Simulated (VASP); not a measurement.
Band structure of AlAs (relaxed from the rock salt structure, space group Fm-3m). All values below come from PBEsol GGA, VASP's PBE PAW potentials (set 64) (plane waves; VASP 6.6.1).

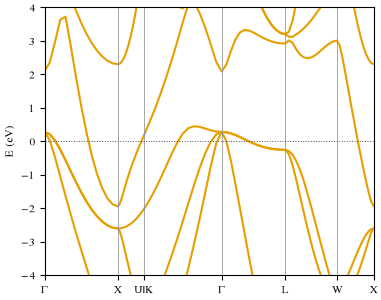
Figure: Bands along high-symmetry lines, zero at the valence-band maximum or, without a gap, the Fermi level

Question: Read the plot: is there a gap, and where are the band edges?

Answer: It has no gap at this level: it comes out as a metal or semimetal. (Edges off the drawn lines would not show.)

The structure was generated: AlAs was put into the rock salt type (Fm-3m), which need not be its known phase. It was relaxed first.
